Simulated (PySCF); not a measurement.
## Electronic structure of CH9BN2OSi (charge +1, doublet) in real space

Input file:

```
{"job": {"kind": "epr", "basis": "pcH-1"}, "charge": 1, "multiplicity": 2}
B      2.752901    -0.434880    -0.049435
N      1.429687    -0.730456    -0.016339
Si     0.000233     0.327968     0.155866
N      0.130690     1.678915    -0.890736
O     -1.169831    -0.702459    -0.145695
C     -2.558645    -0.717824    -0.356710
H      3.209318     0.618955     0.176339
H      3.534375    -1.264968    -0.351149
H      1.120135    -1.693362    -0.069357
H      0.026549     0.756889     1.558572
H     -0.650746     2.072124    -1.393363
H      0.927695     2.295199    -0.915674
H     -3.065450    -0.064671     0.354253
H     -2.786503    -0.392062    -1.371767
H     -2.904823    -1.741379    -0.212373
```

Command:

```sh
OMP_NUM_THREADS=1 python probes_run.py task.json out
```

Geometry: GFN2-xTB.

Computed with UKS B3LYP, pcH-1 on B C H N O Si, non-relativistic, mean-field spin-orbit, GIAO in PySCF.

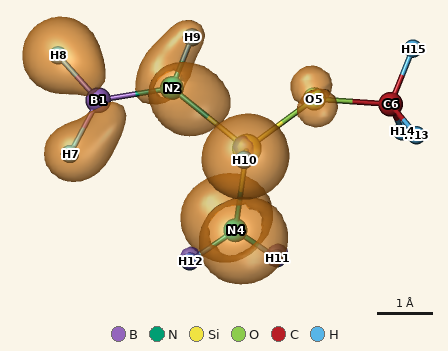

Figure 1. Isosurfaces of the spin density (α minus β) at +0.02 (orange) and −0.02 e/Å³ (purple), seen across its widest extent.

Question: Where is the unpaired spin?

Answer: The unpaired spin (1 electron) lies mostly on N4 (about 0.4), H10 (about 0.1), N2 (about 0.1), B1 (about 0.1) and H8 (about 0.1), in electrons by Hirshfeld's partition.

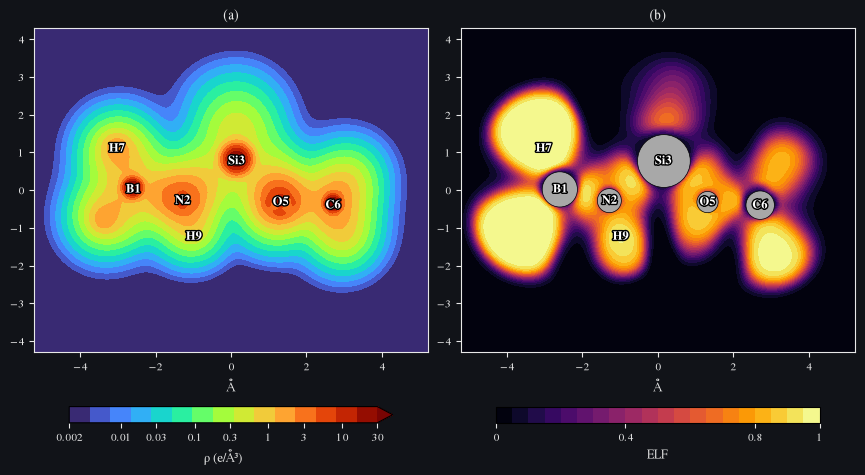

Figure 2. (a) electron density; (b) electron localisation function on the plane of atoms N2, Si3 and O5. Grey discs cover the atomic cores in the ELF map.

Question: Describe what can be read from this map.

Answer:
- The plane passes through B, N, Si, O, C and H nuclei.
- B–N (1.36 Å): ρ at the midpoint is about 1.7 e/Å³; the ELF peaks at about 0.90 between the atoms, as expected for a polar covalent bond.
- C–O (1.40 Å): ρ is about 1.5 e/Å³ halfway, with its minimum of 1.4 e/Å³ about 0.5 Å from C; the ELF peaks at about 0.85 between the atoms: a shared but strongly polarised pair.
- Si–O (1.59 Å): ρ at the midpoint is about 1.2 e/Å³; the ELF peaks at about 0.85 between the atoms; a short, strongly polar bond.
- N–H (1.01 Å): ρ at the midpoint is about 2.2 e/Å³; the ELF climbs to about 1 towards the hydrogen, as it does in any bond to H (an ordinary covalent bond to hydrogen).
- Si–N (1.79 Å): ρ is about 0.9 e/Å³ halfway; the ELF peaks at about 0.90 between the atoms: a shared but strongly polarised pair.
- The ELF also peaks beside O5, away from the bonds: non-bonding electrons, paired or unpaired.
